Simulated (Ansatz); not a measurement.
# H3O+ (oxonium): CCSDT/3-21G

Aim: the energy change on altering one bond length of H3O+ (oxonium) at CCSDT/3-21G, from 2 runs. 

The calculation is run with Ansatz 0.2.0.

## 1. Starting point

H3O+ has 4 atoms, charge +1, and is taken as a singlet. SMILES: `[OH3+]`. The shape is that of a GFN2-xTB optimisation.

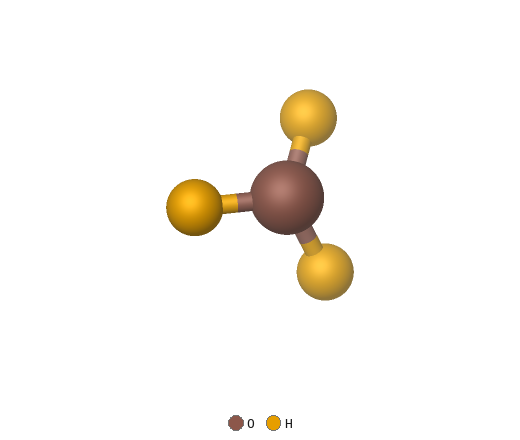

The structure, seen from a chosen angle (oxygen brown, hydrogen amber).

## 2. A single-point energy at CCSDT/3-21G

molecule.yaml reads:

```yaml
crystal:
  periodic: [false, false, false]
  atoms:
    - {symbol: O, position_ang: [0.196050, -0.061020, -0.056900]}
    - {symbol: H, position_ang: [0.214230, 0.919440, 0.016470]}
    - {symbol: H, position_ang: [-0.413410, -0.366620, -0.765680]}
    - {symbol: H, position_ang: [0.003130, -0.491800, 0.806120]}
basis:
  gaussian:
    orbitals: 3-21G.json
total_charge: 1
correlation:
  method: ccsdt
  frozen_orbitals: {H: 0, O: 1}
accuracy: high
scf:
  omitted_lower_state_checks: [cluster_reference, increment]
```

The basis set 3-21G is read from a file made from the Basis Set Exchange's data (not shown).

Run with:

```console
ansatz run molecule.yaml --threads 1 --pin off --max-ram 2610MiB --events-out events.jsonl --progress --plain --runs-dir runs
```

Standard output, shortened:

```text
Warning: RAYON_NUM_THREADS=1 ignored (pool sized by the plan → 1); use --threads N
Functional definition: HF
  name "HF"
[...]
233 factors; integrals over basis functions are off by at most 3.4e-9 eV
[...]
mean field -2064.91666261 eV, -75.8842877000 hartree, gradient 1.9e-8 eV, S^2 0.000000; 0 other end points of the search recorded, 0 dependent functions left out
1 core orbitals not correlated: weight in the atoms' cores, before any rotation towards them, 1.000 or more for the frozen orbitals, at most 0.000 for the correlated occupied ones
reference -2064.91666261 eV, -75.8842877000 hartree; 4, 4 occupied and 10, 10 virtual orbitals, 233 factors
second order -3.48260528 eV of doubles, -0.00000000 eV of singles
cycle   1  -3.57797237 eV  change   -9.5e-2 eV  update   3.6e-2
[...]
cycle  18  -3.74250435 eV  change   3.5e-10 eV  update  1.6e-10
Total energy: -2068.65916696 eV, -76.0218221983 hartree
Checks for a lower state left out: cluster_reference, increment
```

It took 0.1 s on 1 thread of AMD EPYC 9R45 (Zen 5), shared host.

## 3. The distorted shape at the same level

job.yaml reads:

```yaml
crystal:
  periodic: [false, false, false]
  atoms:
    - {symbol: O, position_ang: [0.244284, 0.046684, -0.272674]}
    - {symbol: H, position_ang: [0.262464, 1.027144, -0.199304]}
    - {symbol: H, position_ang: [-0.365176, -0.258916, -0.981454]}
    - {symbol: H, position_ang: [0.003130, -0.491800, 0.806120]}
basis:
  gaussian: {orbitals: 3-21G.json}
accuracy: high
correlation: {method: ccsdt, frozen_orbitals: {H: 0, O: 1}}
scf: {omitted_lower_state_checks: [cluster_reference, increment]}
total_charge: 1
```

The basis set 3-21G is read from a file made from the Basis Set Exchange's data (not shown).

Run with:

```console
ansatz run job.yaml --threads 1 --pin off --max-ram 2610MiB --events-out events.jsonl --progress --plain --runs-dir runs
```

Standard output, shortened:

```text
Warning: RAYON_NUM_THREADS=1 ignored (pool sized by the plan → 1); use --threads N
[... 2 set-up lines as earlier in the session ...]
[...]
233 factors; integrals over basis functions are off by at most 3.3e-9 eV
[...]
mean field -2064.05008245 eV, -75.8524414667 hartree, gradient 3.9e-8 eV, S^2 0.000000; 0 other end points of the search recorded, 0 dependent functions left out
1 core orbitals not correlated: weight in the atoms' cores, before any rotation towards them, 1.000 or more for the frozen orbitals, at most 0.000 for the correlated occupied ones
reference -2064.05008245 eV, -75.8524414667 hartree; 4, 4 occupied and 10, 10 virtual orbitals, 233 factors
second order -3.65685427 eV of doubles, -0.00000000 eV of singles
cycle   1  -3.72345934 eV  change   -6.7e-2 eV  update   4.3e-2
[...]
cycle  18  -3.93543905 eV  change   6.1e-10 eV  update  9.3e-10
Total energy: -2067.98552150 eV, -75.9970661841 hartree
Checks for a lower state left out: cluster_reference, increment
```

Wall time 0.1 s (1 thread of AMD EPYC 9R45 (Zen 5), shared host).

## 4. Summary of results

At CCSDT/3-21G, 1 core orbital frozen:

```
                                                         quantity         value
                                        first shape: total energy  -76.02182 Eh
          first shape: correlation energy (1 core orbital frozen)    -137.5 mEh
                                       first shape: T1 diagnostic         0.007
                                    distorted shape: total energy  -75.99707 Eh
      distorted shape: correlation energy (1 core orbital frozen)    -144.6 mEh
                                   distorted shape: T1 diagnostic         0.011
energy change with the O1–H4 bond stretched from 0.984 to 1.230 Å      0.674 eV
```

In words: With the O1–H4 bond stretched from 0.984 to 1.230 Å the energy rises by 0.67 eV (15.5 kcal/mol). The first shape isn't relaxed at this level, so the change isn't measured from a minimum.
